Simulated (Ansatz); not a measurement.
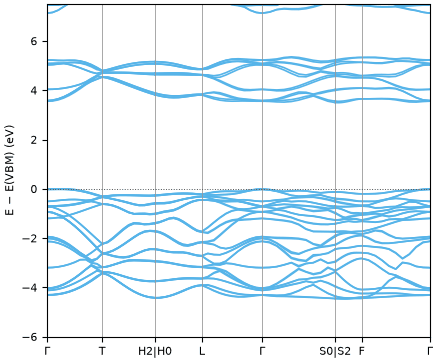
Figure. Band structure from the program Ansatz at the PBE with spin–orbit coupling level (PAW)

Problem. Read off the gap and where the band edges lie.

Solution. About 3.5 eV (3.49 eV by a search for the band edges); maximum on the Γ–T line, 25 % of the way from Γ, minimum on the S2–F line, 10 % of the way from S2.

The material is LiNbO3 in space group R3c (No. 161; Li on 6a, Nb on 6a, O on 18b).

Symmetry was held in the PBE relaxation. The run is not spin-polarised.

Potentials: the later of the program's two PAW sets.
